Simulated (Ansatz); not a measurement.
## CH6OSn: geometry relaxation (part 2 of 2)

The same run, continued: CH6OSn; RKS PBE-D4/def2-SVP (Ansatz 0.2.0). It belongs to a series of runs on one base structure; here: start relaxed.

Geometry of the input (Å):
```
Sn 0.0000  0.0000  0.0000
H  0.0000  0.0000  1.7400
H  1.6408  0.0000  -0.5794
C  -1.0126  1.7544  -0.7160
H  -2.0653  1.5008  -0.9603
H  -0.9943  2.5391  0.0690
H  -0.5023  2.1310  -1.6269
O  -0.9232  -1.5994  -0.6527
H  -1.3778  -2.0650  0.1197
```

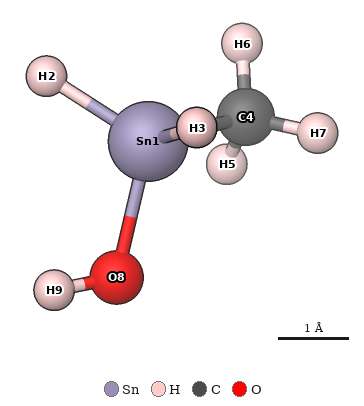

Fig. 1: The geometry at step 12 of the log (ball-and-stick view, seen at a tilt; atoms are numbered from 1 in the order of the input).

**Trajectory as extended XYZ, continued**
```
9
Properties=species:S:1:pos:R:3:forces:R:3 step=4 energy=-9006.57182
Sn    0.0321    0.0429    0.0490   -0.0179   0.0102  -0.0120
H     0.0036   -0.0254    1.7869   -0.0044  -0.0091   0.0034
H     1.6484   -0.0760   -0.5592    0.0093  -0.0046   0.0008
C    -1.0194    1.7735   -0.7183   -0.0113   0.0223  -0.0014
H    -2.0701    1.4845   -0.9165    0.0271   0.0041   0.0110
H    -0.9952    2.5960    0.0233   -0.0011  -0.0171  -0.0208
H    -0.5515    2.1141   -1.6617   -0.0093  -0.0073   0.0142
O    -0.9348   -1.5796   -0.6733   -0.0158  -0.0185   0.0264
H    -1.3479   -2.0691    0.0632    0.0234   0.0200  -0.0217
9
Properties=species:S:1:pos:R:3:forces:R:3 step=5 energy=-9006.57211
Sn    0.0294    0.0439    0.0488   -0.0057   0.0043  -0.0048
H    -0.0028   -0.0290    1.7866   -0.0036  -0.0050   0.0016
H     1.6473   -0.0768   -0.5560    0.0075  -0.0005   0.0024
C    -1.0192    1.7755   -0.7186   -0.0035   0.0113  -0.0024
H    -2.0713    1.4891   -0.9098    0.0107   0.0021   0.0068
H    -0.9883    2.6005    0.0193    0.0003  -0.0075  -0.0101
H    -0.5552    2.1105   -1.6656   -0.0057  -0.0038   0.0057
O    -0.9378   -1.5776   -0.6748   -0.0110  -0.0053   0.0043
H    -1.3369   -2.0751    0.0634    0.0110   0.0044  -0.0035
9
Properties=species:S:1:pos:R:3:forces:R:3 step=6 energy=-9006.57105 accepted=F
Sn    0.0063    0.0490    0.0483    0.0641  -0.0042   0.0481
H    -0.0579   -0.0539    1.7854    0.0029   0.0178  -0.0125
H     1.6397   -0.0761   -0.5226   -0.0030   0.0150   0.0101
C    -1.0172    1.7901   -0.7216    0.0114  -0.0021  -0.0233
H    -2.0857    1.5316   -0.8477   -0.0050   0.0174  -0.0055
H    -0.9197    2.6376   -0.0158    0.0013  -0.0128  -0.0145
H    -0.5886    2.0732   -1.7023   -0.0250   0.0033   0.0230
O    -0.9780   -1.5529   -0.6921   -0.1936  -0.3446   0.4213
H    -1.2335   -2.1376    0.0618    0.1471   0.3101  -0.4468
9
Properties=species:S:1:pos:R:3:forces:R:3 step=7 energy=-9006.57351
Sn    0.0196    0.0464    0.0501    0.0102  -0.0099   0.0001
H    -0.0319   -0.0420    1.7873   -0.0028   0.0033  -0.0033
H     1.6474   -0.0740   -0.5329   -0.0006   0.0038   0.0046
C    -1.0182    1.7814   -0.7203    0.0048  -0.0030  -0.0062
H    -2.0806    1.5095   -0.8694    0.0014   0.0080   0.0009
H    -0.9471    2.6209   -0.0023    0.0011  -0.0014  -0.0072
H    -0.5788    2.0855   -1.6892   -0.0093  -0.0008   0.0081
O    -0.9593   -1.5630   -0.6872   -0.0248  -0.0088   0.0449
H    -1.2857   -2.1037    0.0573    0.0200   0.0087  -0.0420
9
Properties=species:S:1:pos:R:3:forces:R:3 step=8 energy=-9006.57126 accepted=F
Sn    0.0048    0.0491    0.0527    0.0129  -0.0102   0.0063
H    -0.0704   -0.0542    1.7890    0.0019   0.0115  -0.0101
H     1.6439   -0.0735   -0.5044   -0.0071   0.0056   0.0075
C    -1.0165    1.7899   -0.7227   -0.0193   0.0218   0.0028
H    -2.0920    1.5404   -0.8214    0.0581   0.0305   0.0010
H    -0.8940    2.6472   -0.0299   -0.0089  -0.0526  -0.0540
H    -0.6066    2.0548   -1.7171   -0.0298  -0.0013   0.0416
O    -0.9985   -1.5394   -0.7007   -0.1464  -0.3794   0.5290
H    -1.2053   -2.1535    0.0478    0.1386   0.3740  -0.5242
9
Properties=species:S:1:pos:R:3:forces:R:3 step=9 energy=-9006.57494
Sn    0.0140    0.0461    0.0517   -0.0233   0.0067  -0.0046
H    -0.0432   -0.0414    1.7885    0.0001   0.0013   0.0005
H     1.6445   -0.0757   -0.5245    0.0042  -0.0019   0.0020
C    -1.0170    1.7850   -0.7214    0.0084  -0.0243   0.0123
H    -2.0830    1.5223   -0.8587   -0.0039  -0.0001   0.0030
H    -0.9319    2.6292   -0.0107    0.0044  -0.0002  -0.0001
H    -0.5849    2.0787   -1.6959    0.0038   0.0057  -0.0158
O    -0.9849   -1.5507   -0.6875   -0.0263  -0.0169   0.0643
H    -1.2483   -2.1325    0.0518    0.0326   0.0297  -0.0616
9
Properties=species:S:1:pos:R:3:forces:R:3 step=10 energy=-9006.57629
Sn    0.0071    0.0482    0.0567   -0.0210   0.0056  -0.0245
H    -0.0477   -0.0407    1.7933   -0.0046   0.0046   0.0024
H     1.6388   -0.0821   -0.5167    0.0070  -0.0009   0.0033
C    -1.0159    1.7875   -0.7236    0.0103  -0.0052  -0.0006
H    -2.0847    1.5303   -0.8527    0.0092   0.0002   0.0049
H    -0.9214    2.6349   -0.0175    0.0003  -0.0025  -0.0095
H    -0.5879    2.0743   -1.7031   -0.0046  -0.0084   0.0164
O    -1.0153   -1.5319   -0.6861   -0.0658  -0.1471   0.2187
H    -1.2078   -2.1596    0.0430    0.0692   0.1537  -0.2111
9
Properties=species:S:1:pos:R:3:forces:R:3 step=11 energy=-9006.57756
Sn   -0.0021    0.0477    0.0551   -0.0304   0.0307   0.0289
H    -0.0620   -0.0301    1.7924    0.0051  -0.0038   0.0038
H     1.6332   -0.0913   -0.5087    0.0042  -0.0124  -0.0061
C    -1.0132    1.7925   -0.7231    0.0038  -0.0445   0.0221
H    -2.0836    1.5420   -0.8439   -0.0225  -0.0039   0.0002
H    -0.9085    2.6441   -0.0249    0.0105   0.0039   0.0153
H    -0.5896    2.0676   -1.7050    0.0193   0.0222  -0.0594
O    -1.0609   -1.5135   -0.6766   -0.0540  -0.3258   0.3779
H    -1.1480   -2.1983    0.0283    0.0639   0.3337  -0.3827
9
Properties=species:S:1:pos:R:3:forces:R:3 step=12 energy=-9006.58671
Sn   -0.0043    0.0592    0.0843   -0.0397   0.0181  -0.0242
H    -0.0502   -0.0089    1.8218    0.0015  -0.0004   0.0059
H     1.6251   -0.1200   -0.4897    0.0071  -0.0119   0.0007
C    -1.0121    1.7861   -0.7241    0.0194  -0.0146   0.0071
H    -2.0822    1.5246   -0.8280   -0.0048   0.0145   0.0143
H    -0.8997    2.6523   -0.0456   -0.0140   0.0240  -0.0114
H    -0.5999    2.0349   -1.7192    0.0156   0.0196  -0.0093
O    -1.1351   -1.4466   -0.6506    0.0073  -0.1100   0.1194
H    -1.0762   -2.2206   -0.0555    0.0075   0.0607  -0.1025
9
Properties=species:S:1:pos:R:3:forces:R:3 step=13 energy=-9006.59424
Sn   -0.0280    0.0626    0.0968    0.0422  -0.0224   0.0296
H    -0.0420    0.0259    1.8374   -0.0067   0.0141  -0.0078
H     1.5988   -0.1666   -0.4822   -0.0383   0.0028  -0.0063
C    -1.0103    1.7960   -0.7269   -0.0050  -0.0038  -0.0055
H    -2.0822    1.5421   -0.8322   -0.0096   0.0185  -0.0107
H    -0.8997    2.6681   -0.0551    0.0035  -0.0092   0.0077
H    -0.5912    2.0405   -1.7208    0.0031  -0.0123   0.0023
O    -1.2029   -1.4345   -0.5842   -0.0059   0.0098   0.0031
H    -0.9772   -2.2732   -0.1395    0.0167   0.0025  -0.0124
9
Properties=species:S:1:pos:R:3:forces:R:3 step=14 energy=-9006.59253 accepted=F
Sn   -0.0343    0.0556    0.1010    0.0128   0.1196  -0.0362
H    -0.0433    0.0336    1.8407   -0.0109  -0.0088   0.0022
H     1.5886   -0.1687   -0.4866   -0.0190  -0.0154  -0.0023
C    -1.0126    1.7908   -0.7275    0.0548  -0.0114   0.0196
H    -2.0861    1.5495   -0.8368   -0.0277  -0.0016  -0.0021
H    -0.8921    2.6562   -0.0499   -0.0124   0.0321  -0.0010
H    -0.5868    2.0341   -1.7189    0.0027  -0.0057   0.0032
O    -1.2163   -1.4323   -0.5835   -0.0096   0.1558  -0.0334
H    -0.9520   -2.2578   -0.1451    0.0094  -0.2644   0.0501
9
Properties=species:S:1:pos:R:3:forces:R:3 step=15 energy=-9006.59498
Sn   -0.0284    0.0622    0.1012    0.0044  -0.0069   0.0049
H    -0.0446    0.0314    1.8412    0.0032   0.0106  -0.0031
H     1.5935   -0.1691   -0.4874   -0.0229   0.0002   0.0015
C    -1.0105    1.7946   -0.7264    0.0062   0.0021   0.0014
H    -2.0832    1.5453   -0.8341   -0.0057   0.0075  -0.0064
H    -0.8982    2.6666   -0.0548    0.0015  -0.0030   0.0040
H    -0.5883    2.0372   -1.7196    0.0024  -0.0101   0.0026
O    -1.2086   -1.4317   -0.5774    0.0133  -0.0424   0.0316
H    -0.9665   -2.2756   -0.1492   -0.0023   0.0420  -0.0366
9
Properties=species:S:1:pos:R:3:forces:R:3 step=16 energy=-9006.59668
Sn   -0.0408    0.0620    0.1129   -0.0018   0.0103  -0.0021
H    -0.0412    0.0568    1.8522    0.0005   0.0025   0.0066
H     1.5722   -0.1874   -0.4879    0.0026  -0.0017  -0.0027
C    -1.0110    1.7954   -0.7259   -0.0012  -0.0013   0.0072
H    -2.0865    1.5587   -0.8366    0.0019   0.0005  -0.0022
H    -0.8915    2.6690   -0.0575    0.0001   0.0015  -0.0019
H    -0.5824    2.0277   -1.7187    0.0017  -0.0041   0.0000
O    -1.2328   -1.4312   -0.5435   -0.0063  -0.0055   0.0011
H    -0.9205   -2.2900   -0.2015    0.0025  -0.0021  -0.0061
9
Properties=species:S:1:pos:R:3:forces:R:3 step=17 energy=-9006.59550 accepted=F
Sn   -0.0476    0.0633    0.1231    0.0017   0.0085   0.0142
H    -0.0394    0.0742    1.8630    0.0047   0.0005  -0.0044
H     1.5605   -0.2007   -0.4864   -0.0035  -0.0027   0.0007
C    -1.0110    1.7955   -0.7249   -0.0054   0.0075   0.0031
H    -2.0879    1.5645   -0.8347    0.0060  -0.0022  -0.0011
H    -0.8872    2.6745   -0.0642    0.0022  -0.0033  -0.0033
H    -0.5802    2.0161   -1.7194   -0.0022   0.0008  -0.0006
O    -1.2545   -1.4266   -0.5135    0.1296  -0.3278   0.0838
H    -0.8873   -2.2999   -0.2497   -0.1331   0.3187  -0.0924
9
Properties=species:S:1:pos:R:3:forces:R:3 step=18 energy=-9006.59684
Sn   -0.0443    0.0624    0.1173    0.0026   0.0034  -0.0024
H    -0.0413    0.0635    1.8570    0.0000  -0.0023  -0.0004
H     1.5663   -0.1924   -0.4886    0.0024   0.0023   0.0031
C    -1.0114    1.7957   -0.7246   -0.0013  -0.0008   0.0012
H    -2.0877    1.5624   -0.8345    0.0018  -0.0003  -0.0011
H    -0.8887    2.6722   -0.0607    0.0013  -0.0012  -0.0012
H    -0.5818    2.0211   -1.7185   -0.0014   0.0008  -0.0011
O    -1.2367   -1.4314   -0.5376   -0.0072   0.0008   0.0055
H    -0.9092   -2.2926   -0.2163    0.0018  -0.0027  -0.0037
9
Properties=species:S:1:pos:R:3:forces:R:3 step=19 energy=-9006.59689
Sn   -0.0473    0.0631    0.1218   -0.0050  -0.0010   0.0076
H    -0.0403    0.0680    1.8618    0.0007   0.0012  -0.0037
H     1.5623   -0.1957   -0.4851    0.0001  -0.0023  -0.0010
C    -1.0116    1.7955   -0.7247    0.0000   0.0028  -0.0011
H    -2.0889    1.5658   -0.8323    0.0021  -0.0019   0.0014
H    -0.8845    2.6748   -0.0653    0.0004  -0.0014  -0.0023
H    -0.5826    2.0140   -1.7204   -0.0020   0.0025   0.0005
O    -1.2481   -1.4293   -0.5224    0.0313  -0.0612   0.0196
H    -0.8939   -2.2952   -0.2399   -0.0277   0.0612  -0.0211
9
Properties=species:S:1:pos:R:3:forces:R:3 step=20 energy=-9006.59696
Sn   -0.0470    0.0631    0.1221    0.0007   0.0006   0.0001
H    -0.0416    0.0682    1.8617   -0.0003   0.0004   0.0000
H     1.5631   -0.1962   -0.4835   -0.0001  -0.0002   0.0002
C    -1.0115    1.7954   -0.7247    0.0000   0.0002  -0.0001
H    -2.0890    1.5655   -0.8292   -0.0001  -0.0003   0.0005
H    -0.8826    2.6753   -0.0666    0.0002   0.0000  -0.0001
H    -0.5853    2.0133   -1.7218   -0.0002  -0.0001  -0.0001
O    -1.2456   -1.4294   -0.5251    0.0008  -0.0011   0.0001
H    -0.8953   -2.2943   -0.2396   -0.0010   0.0004  -0.0007
```

**Results in brief**

| quantity | value |
| --- | --- |
| outcome | converged |
| total energy | −9006.5970 eV |
| mean-field energy | −9006.4561 eV |
| largest force (length of the vector) at the end | 0.001 eV/Å |
| hardware | 1 thread of Intel Xeon (Granite Rapids), 32 GiB of memory available, shared host |
| wall time | 22 s |
| peak memory | 0.14 GiB |
